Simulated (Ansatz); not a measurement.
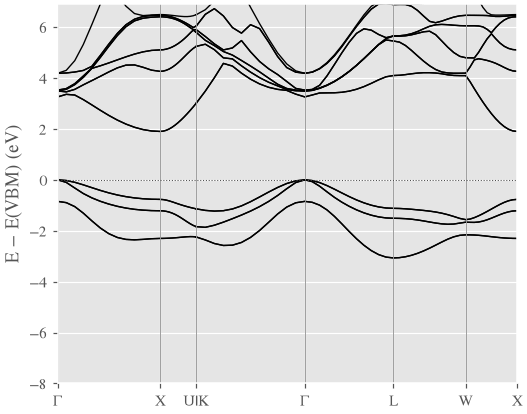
Band structure from r²SCAN with spin–orbit coupling (plane waves, PAW; program Ansatz)

Q: Read off the gap and where the band edges lie.

A: About 1.9 eV (1.90 eV by a search for the band edges); maximum at Γ, minimum at X.

The material is SrTe (rock salt, space group No. 225).

Space group Fm-3m (rock salt). Symmetry was held in the r²SCAN relaxation.

Potentials: the later of the program's two PAW sets.
